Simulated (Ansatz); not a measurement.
# C3H5Ga (SMILES C#[C][GaH][CH3]) at BLYP/6-31G(d) (spherical functions)

Aim: the energy change on altering one bond length of C3H5Ga at BLYP/6-31G* (spherical functions), from 2 runs. 

Program for the calculation: Ansatz 0.2.0.

64 further runs of the same task are left out: 64 set aside as unsound or not needed.

**1. Starting point**

C3H5Ga: 9 atoms, total charge 0, spin state singlet. As SMILES, `C#[C][GaH][CH3]`. Geometry: relaxed at PBE0-D4/def2-TZVP.

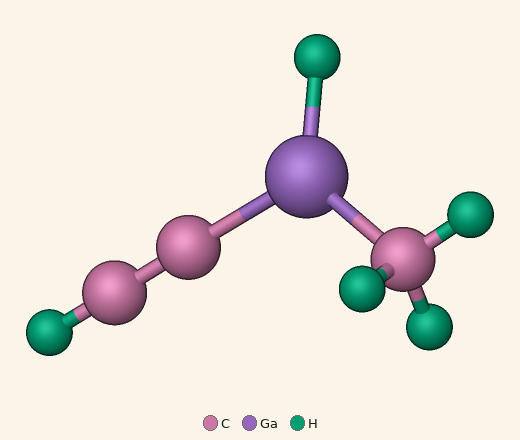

The structure, seen from a chosen angle (carbon pink, gallium purple, hydrogen teal).

**2. A single-point energy at BLYP/6-31G(d) (spherical functions)**

The input, job.yaml:

```yaml
crystal:
  periodic: [false, false, false]
  atoms:
    - symbol: C
      position_ang: [1.498700, 0.816800, -2.138700]
    - symbol: C
      position_ang: [0.950000, 0.745200, -1.062800]
    - symbol: Ga
      position_ang: [0.068800, 0.611200, 0.643700]
    - symbol: C
      position_ang: [-1.036100, -0.972500, 0.966400]
    - symbol: H
      position_ang: [1.983700, 0.883100, -3.086100]
    - symbol: H
      position_ang: [0.292600, 1.783100, 1.655500]
    - symbol: H
      position_ang: [-0.451400, -1.877200, 0.782100]
    - symbol: H
      position_ang: [-1.435200, -1.006300, 1.980000]
    - symbol: H
      position_ang: [-1.871000, -0.983500, 0.260000]
basis:
  gaussian:
    orbitals: 6-31G_st_-spherical.json
hamiltonian:
  xc: {name: BLYP}
accuracy: high
output: {orbitals: {seedname: orbitals}}
```

The basis set 6-31G* is read from a file made from the Basis Set Exchange's data (not shown).

Command:

```sh
ansatz run job.yaml --threads 1 --pin off --max-ram 3480MiB --events-out events.jsonl --progress --plain --runs-dir runs
```

What it wrote:

```text
Warning: RAYON_NUM_THREADS=1 ignored (pool sized by the plan → 1); use --threads N
Functional definition: BLYP
  name "BLYP"
  parameter beta = 0.0042
  parameter a = 0.04918
  parameter b = 0.132
  parameter c = 0.2533
  parameter d = 0.349
  exchange = b88_x(beta = beta)
  correlation = lyp_c(a = a, b = b, c = c, d = d)
1868 factors; integrals over basis functions are off by at most 1.6e-8 eV
mean field evaluation 1: about -55547.9143 eV, gradient 7.5e1 eV
mean field evaluation 2: about -55512.8476 eV, gradient 1.3e2 eV
mean field evaluation 4: about -55559.8472 eV, gradient 2.2e1 eV
mean field evaluation 8: about -55561.0491 eV, gradient 3.5e-1 eV
mean field evaluation 16: about -55561.0397 eV, gradient 2.5e-5 eV
mean field -55561.03965278 eV, -2041.8305466144 hartree, gradient 5.3e-8 eV, S^2 0.000000; 0 other end points of the search recorded, 0 dependent functions left out
reference -55561.03971150 eV, -2041.8305487722 hartree; 27, 27 occupied and 57, 57 virtual orbitals, 1868 factors
Total energy: -55561.03971150 eV, -2041.8305487722 hartree
```

Run time: 4.8 s. Hardware: 1 thread of Intel Xeon Platinum 8488C (Sapphire Rapids), shared host; peak memory 0.23 GiB.

**3. The distorted shape**

The input, molecule.yaml:

```yaml
crystal:
  periodic: [false, false, false]
  atoms:
    - symbol: C
      position_ang: [0.797045, 1.902464, -1.917535]
    - symbol: C
      position_ang: [0.248345, 1.830864, -0.841635]
    - symbol: Ga
      position_ang: [-0.632855, 1.696864, 0.864865]
    - symbol: C
      position_ang: [-1.737755, 0.113164, 1.187565]
    - symbol: H
      position_ang: [1.282045, 1.968764, -2.864935]
    - symbol: H
      position_ang: [-0.409055, 2.868764, 1.876665]
    - symbol: H
      position_ang: [-0.451400, -1.877200, 0.782100]
    - symbol: H
      position_ang: [-2.136855, 0.079364, 2.201165]
    - symbol: H
      position_ang: [-2.572655, 0.102164, 0.481165]
basis:
  gaussian:
    orbitals: 6-31G_st_-spherical.json
total_charge: 0
output: {orbitals: {seedname: orbitals}}
accuracy: high
hamiltonian:
  xc: {name: BLYP}
```

The basis set 6-31G* is read from a file made from the Basis Set Exchange's data (not shown).

Command:

```sh
ansatz run molecule.yaml --threads 1 --pin off --max-ram 3480MiB --events-out events.jsonl --progress --plain --runs-dir runs
```

What it wrote, shortened:

```text
Warning: RAYON_NUM_THREADS=1 ignored (pool sized by the plan → 1); use --threads N
[... 9 set-up lines as earlier in the session ...]
1872 factors; integrals over basis functions are off by at most 1.6e-8 eV
mean field evaluation 1: about -55537.0488 eV, gradient 8.2e1 eV
mean field evaluation 2: about -55494.6250 eV, gradient 1.3e2 eV
mean field evaluation 4: about -55549.1648 eV, gradient 3.8e1 eV
mean field evaluation 8: about -55556.6770 eV, gradient 3.1e0 eV
mean field evaluation 16: about -55556.7029 eV, gradient 1.4e-4 eV
mean field -55556.70289991 eV, -2041.6711738859 hartree, gradient 4.4e-8 eV, S^2 0.000000; 0 other end points of the search recorded, 0 dependent functions left out
reference -55556.70296060 eV, -2041.6711761162 hartree; 27, 27 occupied and 57, 57 virtual orbitals, 1872 factors
Total energy: -55556.70296060 eV, -2041.6711761162 hartree
```

It took 4.8 s on 1 thread of Intel Xeon Platinum 8488C (Sapphire Rapids), shared host; peak memory 0.23 GiB.

**4. Summary of results**

At BLYP/6-31G* (spherical functions):

| quantity | value |
| --- | --- |
| first shape: total energy | -2041.83055 Eh |
| first shape: HOMO energy | -6.04 eV |
| first shape: LUMO energy | -2.13 eV |
| first shape: HOMO–LUMO gap | 3.91 eV |
| distorted shape: total energy | -2041.67118 Eh |
| distorted shape: HOMO energy | -6.08 eV |
| distorted shape: LUMO energy | -3.96 eV |
| distorted shape: HOMO–LUMO gap | 2.12 eV |
| energy change with the C4–H7 bond stretched from 1.093 to 2.404 Å | 4.337 eV |

In words: One bond (distorted shape) is far stretched, which a spin-restricted single reference describes badly; a broken-symmetry solution may lie lower. With the C4–H7 bond stretched from 1.093 to 2.404 Å the energy rises by 4.34 eV (418 kJ/mol). The first shape isn't relaxed at this level, so the change isn't measured from a minimum. A restricted reference can't describe the breaking bond well at this length.
